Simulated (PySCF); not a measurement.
**Run report: Ti³⁺, atomic calculation**

Ti³⁺, configuration 1s2 2s2 2p6 3s2 3p6 3d1, multiplicity 2. Computed at this level: unrestricted HSE06, ANO-RCC-VTZP, spin-free X2C-1e, Gaussian nucleus (PySCF).

**Log (extracts)**
```
damping factor = 0
level_shift factor = 0
DIIS = <class 'pyscf.scf.diis.CDIIS'>
diis_start_cycle = 1
diis_space = 10
diis_damp = 0
SCF conv_tol = 1e-09
SCF conv_tol_grad = None
number electrons alpha = 10  beta = 9
XC functionals = HSE06
    J. Heyd, G. E. Scuseria, and M. Ernzerhof.,  J. Chem. Phys. 118, 8207 (2003)
    J. Heyd, G. E. Scuseria, and M. Ernzerhof.,  J. Chem. Phys. 124, 219906 (2006)
    A. V. Krukau, O. A. Vydrov, A. F. Izmaylov, and G. E. Scuseria.,  J. Chem. Phys. 125, 224106 (2006)
cycle= 1 E= -851.76859966891  delta_E= -0.00541  |g|= 0.0155  |ddm|= 0.0455
cycle= 2 E= -851.768644694774  delta_E= -4.5e-05  |g|= 0.00407  |ddm|= 0.00625
cycle= 3 E= -851.768647941593  delta_E= -3.25e-06  |g|= 0.00116  |ddm|= 0.00169
cycle= 4 E= -851.768648188286  delta_E= -2.47e-07  |g|= 7.77e-05  |ddm|= 0.000364
cycle= 5 E= -851.768648190002  delta_E= -1.72e-09  |g|= 5.79e-06  |ddm|= 3.57e-05
cycle= 6 E= -851.768648190011  delta_E= -9.09e-12  |g|= 5.42e-07  |ddm|= 2.37e-06
converged SCF energy = -851.768648190011  <S^2> = 0.75072225  2S+1 = 2.0007221
```

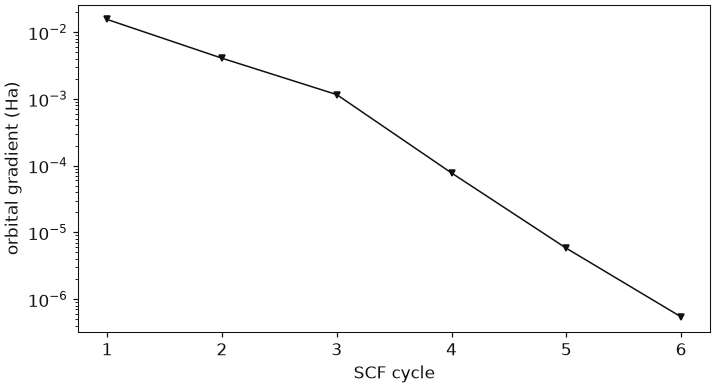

Fig. 1: Convergence: orbital gradient against the SCF cycle. The residual falls at every step. It goes from 0.015 to 5.4×10⁻⁷ in 6 steps.

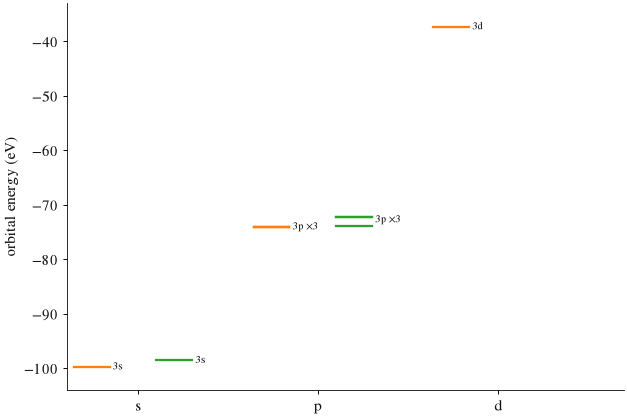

Fig. 2: Orbital energies of the mean field, from the top down to −99.7 eV, by angular momentum, α spin at the left of each column and β at the right; ×n counts the orbitals under one label. The highest filled orbital is 3d α at −37.3 eV, the lowest empty one d α at −33.5 eV.

**The input**
```python
from pyscf import gto, scf, dft, mp, cc
import basis_set_exchange as bse
mol = gto.M(atom="Ti 0 0 0", charge=3, spin=1, symmetry="D2h",
            basis=gto.basis.parse(bse.get_basis("ANO-RCC-VTZP", elements=["Ti"], fmt="nwchem")),
            nucmod="G")
mf = dft.UKS(mol, xc="HSE06").sfx2c1e()
mf.irrep_nelec = {'Ag': (3, 3), 'B1g': (1, 0), 'B1u': (2, 2), 'B2u': (2, 2), 'B3u': (2, 2)}
mf.kernel()
```

The script is an equivalent of what the driver set up; the driver started from orbitals of its own, so the log can be shorter than this script's would be, and it computed the properties (radii, ⟨L²⟩, response) afterwards. It held the occupations shell by shell, which the script's counts by irreducible representation don't always enforce.

**Key numbers**

| quantity | value |
| --- | --- |
| outcome | converged |
| total energy | −851.768648 hartree |
| ⟨S²⟩ | 0.751 |
| ⟨L²⟩ | 6.01 |
| SCF iterations | 6 |
| hardware | 1 CPU thread, shared host |
| CPU time | 17 s (integrals apart) |
